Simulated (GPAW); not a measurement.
Consider Sc3PbC (Pm-3m).

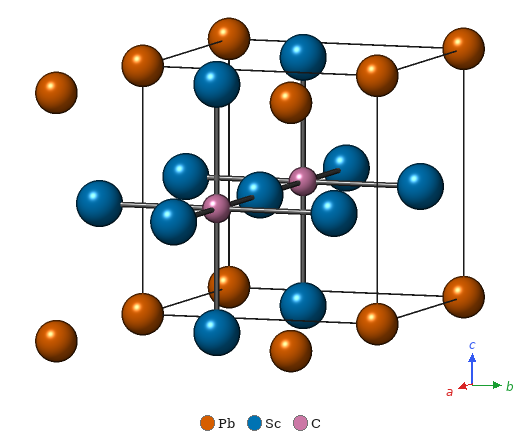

The structure (lead orange, scandium blue, carbon pink). 2×1×1 cells are drawn. Some periodic images of atoms are drawn too.

```
Pb Sc C
1.0
     4.55407    0.00000    0.00000
     0.00000    4.55407    0.00000
     0.00000    0.00000    4.55407
Pb Sc C
1 3 1
Direct
  0.00000 0.00000 0.00000
  0.50000 0.00000 0.50000
  0.50000 0.50000 0.00000
  0.00000 0.50000 0.50000
  0.50000 0.50000 0.50000
```

Absorber: atom 2, with 2 C at 2.28 Å (linear, site symmetry 4/mmm). Method: GPAW, LDA, excited-electron core hole (neutral cell), 10-atom cell with 6.4 Å between holes, 5×5×5 k points, dipole transitions, Gaussian full width 0.9 eV up to 4 eV, rising linearly to 3.5 eV at 25 eV, without spin-orbit coupling.

**Question.** Where do the maxima of the Sc K edge fall?

Main maxima up to 30 eV above the zero (height): 1.2 eV (0.59), 3.9 eV (0.39), 7.5 eV (1.41), 10.2 eV (1.48), 14.1 eV (1.44), 21.1 eV (1.25) and 28.3 eV (1.77). A K edge sees empty p states, which here mix into the lowest empty bands, so that weight starts at the zero. The total-energy difference is 4493.60 eV. One term is added: -21.68 eV, since the hole is spin-paired here and a spin-polarised one costs that much less in the free atom (computed apart). The photon energy is then 4471.92 eV. The tabulated edge of the element is 4492 eV. The functional leaves an error in such absolute values: in the free atom LDA prices this hole 12.5 eV below PBE (computed apart), and PBE is itself good to a few eV.

The Sc K spectrum (energy from the lowest empty level; intensity scaled to a mean of 1 over the first 20 eV):

| E (eV) | intensity |
| --- | --- |
| -2.0 | 0.00 |
| -0.5 | 0.03 |
| 1.0 | 0.57 |
| 2.5 | 0.41 |
| 4.0 | 0.38 |
| 5.5 | 0.54 |
| 7.0 | 1.33 |
| 8.5 | 1.26 |
| 10.0 | 1.47 |
| 11.5 | 1.15 |
| 13.0 | 1.27 |
| 14.5 | 1.42 |
| 16.0 | 1.26 |
| 17.5 | 1.14 |
| 19.0 | 1.06 |
| 20.5 | 1.22 |
| 22.0 | 1.22 |
| 23.5 | 1.20 |
| 25.0 | 1.37 |
| 26.5 | 1.64 |
| 28.0 | 1.77 |
| 29.5 | 1.72 |
| 31.0 | 1.54 |

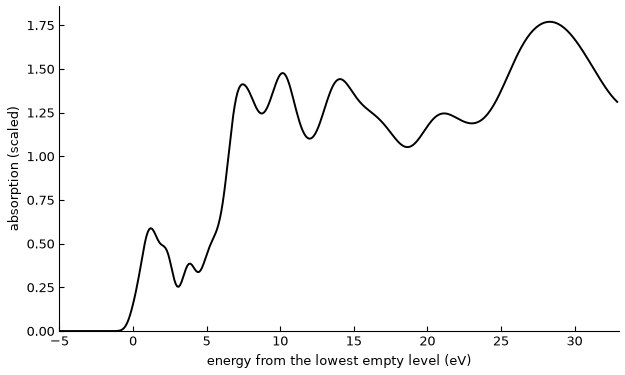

The Sc K edge.

Quadrupole 1s→3d transitions, which feed the pre-edge, are not in the dipole spectrum. The holes are only 6.4 Å apart, so the shape is probably not converged with cell size; no larger cell was run here. The mesh is coarse (0.28 Å⁻¹ between points), so small maxima may be mesh ripples. Lifetime broadening is put in by hand, and intensities beyond about 20 eV depend on it and on the partial waves. The structure is a computed Materials Project entry and may be a hypothetical form.

[Banner, clock and machine lines of the logs are left out without a mark of their own.]

[Logs are printed without paths, hosts, clocks, repeated set-up lines and the standing remarks that a program may print on its own settings, such as how far it seeks lower states.]

[Hosts, paths, dates, database ids (printed as entryN), source tags and the programs' standing remarks are cut or masked in the printed files.]

[Lists of maxima count a maximum above −3 eV only where it reaches 4 % of the highest in the window and stands out from its surroundings by 2 % of it (1.5 % where it reaches 55 %); shoulders and weaker maxima are passed over, and of the rest the first, up to two pre-edge ones and the few strongest are named.]
